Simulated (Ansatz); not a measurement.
## Nudged elastic band of C$_{2}$H$_{10}$AlBGe (part 2 of 2)

C$_{2}$H$_{10}$AlBGe, SMILES C[BH][Al]([CH3])[GeH3]; RKS LDA/def2-SVP (Ansatz 0.2.0). One setting was made poor on purpose. It belongs to a series of runs on one base structure; here: band between the two ends.

Geometry of the input (Å):
```
C  -1.7723  -0.9908  1.8219
B  -0.4616  -0.2063  1.5831
Al 0.6027  0.0437  -0.2142
C  2.2004  -0.9597  -0.7305
Ge -0.2205  1.7907  -1.7519
H  -1.9381  -1.3361  2.8655
H  -2.0565  -1.7807  1.0973
H  -2.5179  -0.1584  1.6831
H  -0.0671  0.4637  2.5398
H  1.9602  -2.0421  -0.8332
H  2.9765  -0.8912  0.0646
H  2.6489  -0.6136  -1.6846
H  0.7719  2.2091  -2.8694
H  -1.5004  1.3169  -2.4963
H  -0.6482  3.1043  -1.0460
```

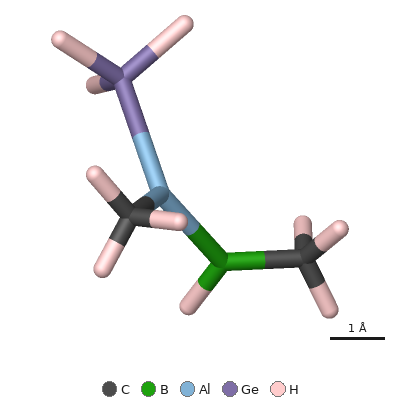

**Figure 1.** The input geometry (stick view, seen at a tilt). Sticks mark near contacts.

```
Total energy: -65871.68317740 eV, -2420.7397073391 hartree
Atom 0 at    -1.909107    -0.808687     1.859205 Å, force     0.016160     0.005708    -0.013594 eV/Å
Atom 1 at    -0.430235    -0.891196     1.426961 Å, force     0.028116    -0.028979     0.029163 eV/Å
Atom 2 at     0.582105     0.040076    -0.236237 Å, force     0.006327     0.003075    -0.004972 eV/Å
Atom 3 at     2.479323    -0.290482    -0.549104 Å, force    -0.001269     0.001327     0.000969 eV/Å
Atom 4 at    -0.489857     1.512589    -1.899929 Å, force    -0.008155    -0.004031     0.009038 eV/Å
Atom 5 at    -1.937785    -0.465655     2.923780 Å, force    -0.000686     0.011438    -0.003736 eV/Å
Atom 6 at    -2.307067    -1.850832     1.941472 Å, force    -0.003986     0.001175    -0.010535 eV/Å
Atom 7 at    -2.608722    -0.194756     1.258143 Å, force     0.004608     0.015605    -0.022699 eV/Å
Atom 8 at     0.281979    -1.597788     2.144544 Å, force    -0.018131     0.014258    -0.016222 eV/Å
Atom 9 at     2.577458    -1.253869    -1.104895 Å, force     0.001037    -0.002314    -0.000450 eV/Å
Atom 10 at     3.059345    -0.417554     0.390737 Å, force    -0.001841    -0.004285     0.005186 eV/Å
Atom 11 at     2.966823     0.486989    -1.174397 Å, force     0.009202    -0.001419     0.003443 eV/Å
Atom 12 at     0.486019     2.019610    -2.996892 Å, force    -0.009554    -0.005354     0.008494 eV/Å
Atom 13 at    -1.669325     0.861366    -2.672748 Å, force    -0.010844    -0.004378     0.009045 eV/Å
Atom 14 at    -1.102855     2.799590    -1.281241 Å, force    -0.010983    -0.001824     0.006870 eV/Å
Dipole moment:    -0.023392    -0.253389     0.346977 e Å
this run last wrote the band of iteration 46 to [file]
```

The last band as extended XYZ (Å, eV, eV/Å):
```
15
Properties=species:S:1:pos:R:3:forces:R:3 image=0 energy=-65871.85342
C    -1.7723   -0.9908    1.8219    0.0069  -0.0021   0.0039
B    -0.4616   -0.2063    1.5831   -0.0027  -0.0080  -0.0013
Al    0.6027    0.0437   -0.2142   -0.0004   0.0036  -0.0058
C     2.2004   -0.9597   -0.7305    0.0025  -0.0011   0.0012
Ge   -0.2205    1.7907   -1.7519   -0.0002   0.0012  -0.0016
H    -1.9381   -1.3361    2.8655   -0.0021   0.0001  -0.0030
H    -2.0565   -1.7807    1.0973   -0.0012   0.0024   0.0004
H    -2.5179   -0.1584    1.6831   -0.0014   0.0017   0.0002
H    -0.0671    0.4637    2.5398    0.0009   0.0036   0.0037
H     1.9602   -2.0421   -0.8332   -0.0009   0.0000   0.0007
H     2.9765   -0.8912    0.0646   -0.0006  -0.0003  -0.0002
H     2.6489   -0.6136   -1.6846    0.0001  -0.0003   0.0003
H     0.7719    2.2091   -2.8694    0.0006  -0.0003   0.0021
H    -1.5004    1.3169   -2.4963   -0.0013  -0.0017  -0.0014
H    -0.6482    3.1043   -1.0460   -0.0003   0.0011   0.0008
15
Properties=species:S:1:pos:R:3:forces:R:3 image=1 energy=-65871.77669
C    -1.8540   -0.9270    1.8960    0.0110  -0.0228  -0.0077
B    -0.4172   -0.4558    1.5709    0.0074   0.0249   0.0119
Al    0.5593   -0.0229   -0.2544    0.0003  -0.0099   0.0012
C     2.3203   -0.7435   -0.7064   -0.0052  -0.0156  -0.0058
Ge   -0.3521    1.6680   -1.8106   -0.0030  -0.0030   0.0102
H    -2.0936   -1.0812    2.9681   -0.0031  -0.0520  -0.0118
H    -2.2289   -1.7814    1.2916   -0.0016   0.0060  -0.0554
H    -2.4828   -0.0695    1.5340    0.0247   0.0091   0.0168
H     0.2854   -0.1302    2.5316   -0.0119   0.1127   0.0196
H     2.2662   -1.8175   -0.9929   -0.0008  -0.0177  -0.0036
H     2.9869   -0.6939    0.1841   -0.0072  -0.0101  -0.0032
H     2.8085   -0.1944   -1.5386   -0.0052  -0.0144  -0.0066
H     0.6347    2.1147   -2.9233    0.0004  -0.0026   0.0141
H    -1.5900    1.1077   -2.5677   -0.0028  -0.0001   0.0070
H    -0.8648    2.9762   -1.1527   -0.0029  -0.0045   0.0134
15
Properties=species:S:1:pos:R:3:forces:R:3 image=2 energy=-65871.70715
C    -1.8881   -0.7769    1.9049    0.0152   0.0149  -0.0125
B    -0.3893   -0.6267    1.5678    0.0263   0.0074   0.0357
Al    0.5658    0.0294   -0.2431    0.0053   0.0107   0.0045
C     2.3880   -0.5370   -0.6666   -0.0087  -0.0061  -0.0019
Ge   -0.4416    1.6030   -1.8534   -0.0076   0.0034   0.0112
H    -2.1309   -0.7436    2.9890   -0.0228   0.0115  -0.0129
H    -2.1022   -1.8379    1.5971    0.0526  -0.0056  -0.0104
H    -2.6016   -0.1593    1.3208    0.0001  -0.0096  -0.0404
H     0.4048   -0.9513    2.4534   -0.0143   0.0040   0.0046
H     2.4120   -1.5738   -1.0743   -0.0155  -0.0103   0.0005
H     3.0161   -0.5547    0.2523   -0.0065  -0.0109   0.0004
H     2.8766    0.1205   -1.4167    0.0007  -0.0131  -0.0042
H     0.5308    2.0751   -2.9684   -0.0063  -0.0009   0.0114
H    -1.6497    0.9807   -2.6095   -0.0069  -0.0004   0.0094
H    -1.0127    2.9018   -1.2241   -0.0117   0.0051   0.0047
15
Properties=species:S:1:pos:R:3:forces:R:3 image=3 energy=-65871.68313
C    -1.9091   -0.8087    1.8592    0.0162   0.0057  -0.0136
B    -0.4302   -0.8912    1.4270    0.0281  -0.0290   0.0292
Al    0.5821    0.0401   -0.2362    0.0063   0.0031  -0.0050
C     2.4793   -0.2905   -0.5491   -0.0013   0.0013   0.0010
Ge   -0.4899    1.5126   -1.8999   -0.0082  -0.0040   0.0090
H    -1.9378   -0.4657    2.9238   -0.0007   0.0114  -0.0037
H    -2.3071   -1.8508    1.9415   -0.0040   0.0012  -0.0105
H    -2.6087   -0.1948    1.2581    0.0046   0.0156  -0.0227
H     0.2820   -1.5978    2.1445   -0.0181   0.0143  -0.0162
H     2.5775   -1.2539   -1.1049    0.0010  -0.0023  -0.0004
H     3.0593   -0.4176    0.3907   -0.0018  -0.0043   0.0052
H     2.9668    0.4870   -1.1744    0.0092  -0.0014   0.0034
H     0.4860    2.0196   -2.9969   -0.0096  -0.0054   0.0085
H    -1.6693    0.8614   -2.6727   -0.0108  -0.0044   0.0090
H    -1.1029    2.7996   -1.2812   -0.0110  -0.0018   0.0069
15
Properties=species:S:1:pos:R:3:forces:R:3 image=4 energy=-65871.71058
C    -1.9139   -0.8685    1.8567    0.0103   0.0022  -0.0205
B    -0.5212   -1.1076    1.2358    0.0108  -0.0404  -0.0026
Al    0.5630    0.0415   -0.2200   -0.0003  -0.0079  -0.0077
C     2.5054   -0.0934   -0.3574   -0.0066   0.0089   0.0084
Ge   -0.4842    1.4288   -1.9693   -0.0102  -0.0079   0.0026
H    -1.6782   -0.2291    2.7521    0.0524  -0.0074  -0.0109
H    -2.4040   -1.7739    2.2752   -0.0222   0.0161  -0.0089
H    -2.6333   -0.2694    1.2605    0.0128   0.0386  -0.0040
H     0.0994   -2.0919    1.6429   -0.0145  -0.0045   0.0013
H     2.6937   -0.9623   -1.0355    0.0031   0.0058   0.0062
H     3.0299   -0.3223    0.5944   -0.0095   0.0046   0.0135
H     2.9864    0.7837   -0.8395    0.0017   0.0099   0.0126
H     0.5063    1.9608   -3.0402   -0.0076  -0.0096   0.0054
H    -1.6321    0.7491   -2.7618   -0.0123  -0.0034   0.0013
H    -1.1390    2.7039   -1.3645   -0.0078  -0.0051   0.0034
15
Properties=species:S:1:pos:R:3:forces:R:3 image=5 energy=-65871.78268
C    -1.8324   -0.8277    1.9904    0.0194   0.0092   0.0156
B    -0.6127   -1.1490    1.0960   -0.0050  -0.0210  -0.0196
Al    0.5726    0.0530   -0.1763    0.0039   0.0019   0.0101
C     2.5253    0.0035   -0.1845    0.0014   0.0113   0.0127
Ge   -0.4348    1.3435   -2.0284   -0.0030  -0.0068   0.0079
H    -1.7372    0.0756    2.6311    0.0082   0.0486  -0.0237
H    -2.2542   -1.6711    2.5747    0.0178   0.0248   0.0435
H    -2.6099   -0.5218    1.2393    0.0146  -0.0268  -0.0079
H    -0.3199   -2.3410    0.9702   -0.0558  -0.0420  -0.0918
H     2.8078   -0.7800   -0.9287   -0.0033   0.0094   0.0090
H     2.9898   -0.2855    0.7810    0.0045   0.0081   0.0118
H     2.9850    0.9489   -0.5427    0.0044   0.0115   0.0114
H     0.5782    1.8703   -3.0805   -0.0012  -0.0126   0.0073
H    -1.5407    0.6145   -2.8362   -0.0023  -0.0112   0.0112
H    -1.1387    2.6162   -1.4758   -0.0037  -0.0043   0.0024
15
Properties=species:S:1:pos:R:3:forces:R:3 image=6 energy=-65871.85837
C    -1.5690   -0.5578    2.2008    0.0013   0.0003  -0.0040
B    -0.9387   -1.0828    0.8907   -0.0004   0.0022  -0.0014
Al    0.4967   -0.1534   -0.3349    0.0030  -0.0012  -0.0006
C     2.4029   -0.5799   -0.4256    0.0059  -0.0120  -0.0040
Ge   -0.3079    1.5675   -1.9115   -0.0048   0.0010  -0.0014
H    -1.0321    0.2283    2.7694    0.0012  -0.0007   0.0022
H    -1.9684   -1.3364    2.8861   -0.0011   0.0002  -0.0010
H    -2.4875   -0.0617    1.7778   -0.0008  -0.0023   0.0006
H    -1.4353   -2.1188    0.4429   -0.0004   0.0027   0.0026
H     2.5848   -1.1823   -1.3465   -0.0017   0.0111   0.0106
H     2.7780   -1.1684    0.4377   -0.0012   0.0076  -0.0077
H     3.0218    0.3382   -0.5305   -0.0048  -0.0068   0.0023
H     0.6797    1.9400   -3.0493   -0.0006  -0.0008   0.0015
H    -1.6482    1.2144   -2.6090    0.0019  -0.0008   0.0014
H    -0.5986    2.9024   -1.1689    0.0023  -0.0006  -0.0010
```

Results in brief:

| quantity | value |
| --- | --- |
| outcome | converged |
| barrier, forward | 0.170 eV |
| barrier, backward | 0.175 eV |
| wall time | 4.7 min (CPU time 9 min) |
| peak memory | 0.21 GiB |

Remarks:

A deliberately poor setting: step length. The order of the saddle point was not checked.
